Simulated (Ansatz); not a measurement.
# NF3 (nitrogen trifluoride) at CCSD/STO-3G

Aim: the vertical ionisation energy of NF3 (nitrogen trifluoride) at CCSD/STO-3G, from 2 runs. 

The calculation is run with Ansatz 0.2.0.

29 further runs of the same task are left out: 1 that didn't finish, 28 set aside as unsound or not needed.

## Step 1: The structure to begin with

NF3: 4 atoms, total charge 0, spin state singlet. As SMILES, `FN(F)F`. The coordinates come from a PBE0-D4/def2-TZVP relaxation.

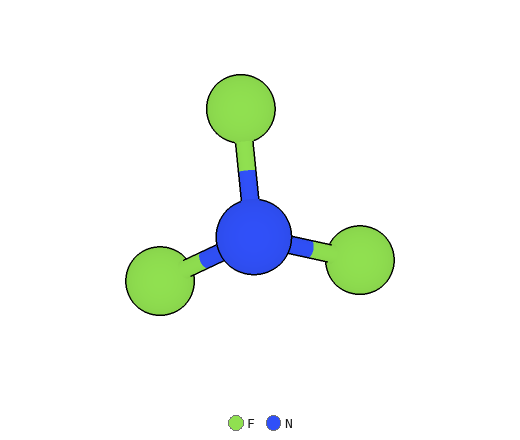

The structure, seen from a chosen angle (fluorine green, nitrogen blue).

## Step 2: A single-point energy at CCSD/STO-3G

The input, run.yaml:

```yaml
crystal:
  periodic: [false, false, false]
  atoms:
    - symbol: F
      position_ang: [0.614010, 0.000340, 1.066930]
    - symbol: "N"
      position_ang: [0.353420, -0.074150, -0.266250]
    - symbol: F
      position_ang: [-0.636280, -1.006490, -0.312240]
    - symbol: F
      position_ang: [-0.331150, 1.080310, -0.488440]
basis:
  gaussian:
    orbitals: STO-3G
scf:
  omitted_lower_state_checks: [cluster_reference, increment]
accuracy: high
correlation:
  method: ccsd
  frozen_orbitals: {F: 1, "N": 1}
```

The run is started by

```console
ansatz run run.yaml --threads 1 --pin off --max-ram 3480MiB --events-out events.jsonl --progress --plain --runs-dir runs
```

Log, cut to the lines that bear on the results:

```text
Warning: RAYON_NUM_THREADS=1 ignored (pool sized by the plan → 1); use --threads N
Functional definition: HF
  name "HF"
[...]
369 factors; integrals over basis functions are off by at most 3.8e-8 eV
[...]
mean field -9462.81672767 eV, -347.7521006142 hartree, gradient 3.2e-8 eV, S^2 0.000000; 0 other end points of the search recorded, 0 dependent functions left out
4 core orbitals not correlated: weight in the atoms' cores, before any rotation towards them, 1.000 or more for the frozen orbitals, at most 0.000 for the correlated occupied ones
reference -9462.81672767 eV, -347.7521006142 hartree; 13, 13 occupied and 3, 3 virtual orbitals, 369 factors
second order -2.82034419 eV of doubles, -0.00000000 eV of singles
cycle   1  -3.40583729 eV  change   -5.9e-1 eV  update   7.1e-2
[...]
cycle  20  -3.78004250 eV  change   9.2e-10 eV  update   1.6e-9
Total energy: -9466.59677016 eV, -347.8910146137 hartree
Checks for a lower state left out: cluster_reference, increment
```

It took 0.22 s on 1 thread of Arm Neoverse V1, shared host.

## Step 3: The doublet cation at the same level

The input, in.yaml:

```yaml
crystal:
  periodic: [false, false, false]
  atoms:
    - {symbol: F, position_ang: [0.614010, 0.000340, 1.066930]}
    - {symbol: "N", position_ang: [0.353420, -0.074150, -0.266250]}
    - {symbol: F, position_ang: [-0.636280, -1.006490, -0.312240]}
    - {symbol: F, position_ang: [-0.331150, 1.080310, -0.488440]}
basis:
  gaussian:
    orbitals: STO-3G
total_charge: 1
magnetization:
  spin_polarized: true
  initial_magnetization: 1
correlation:
  method: ccsd
  frozen_orbitals: {F: 1, "N": 1}
accuracy: high
scf:
  omitted_lower_state_checks: [cluster_reference, increment]
```

The run is started by

```console
ansatz run in.yaml --threads 1 --pin off --max-ram 3480MiB --events-out events.jsonl --progress --plain --runs-dir runs
```

Log, cut to the lines that bear on the results:

```text
Warning: RAYON_NUM_THREADS=1 ignored (pool sized by the plan → 1); use --threads N
Functional definition: HF
  name "HF"
[...]
369 factors; integrals over basis functions are off by at most 3.8e-8 eV
[...]
mean field -9453.05432556 eV, -347.3933389540 hartree, gradient 4.4e-8 eV, S^2 0.792689; 0 other end points of the search recorded, 0 dependent functions left out
4 core orbitals not correlated: weight in the atoms' cores, before any rotation towards them, 1.000 or more for the frozen orbitals, at most 0.000 for the correlated occupied ones
reference -9453.05432556 eV, -347.3933389540 hartree; 13, 12 occupied and 3, 4 virtual orbitals, 369 factors
second order -3.73066327 eV of doubles, -0.00000000 eV of singles
cycle   1  -4.34573603 eV  change   -6.2e-1 eV  update   1.0e-1
[...]
cycle  29  -4.96623480 eV  change  -6.2e-10 eV  update  5.2e-10
Total energy: -9458.02056036 eV, -347.5758447166 hartree
Checks for a lower state left out: cluster_reference, increment
```

Wall time 0.46 s (1 thread of Arm Neoverse V1, shared host).

## Step 4: Outcome

Level: CCSD/STO-3G, 4 core orbitals frozen.

| quantity | value |
| --- | --- |
| singlet NF3: total energy | -347.89101 Eh |
| singlet NF3: correlation energy (4 core orbitals frozen) | -138.9 mEh |
| singlet NF3: T1 diagnostic | 0.011 |
| doublet cation: total energy | -347.57584 Eh |
| doublet cation: correlation energy (4 core orbitals frozen) | -182.5 mEh |
| doublet cation: ⟨S²⟩ of the reference determinant | 0.793 |
| doublet cation: T1 diagnostic | 0.028 |
| vertical ionisation energy (to the doublet cation) | 8.576 eV |

Removing an electron at fixed nuclei costs 8.58 eV (827 kJ/mol). In a minimal basis such a difference can be off by several eV, whatever the method.
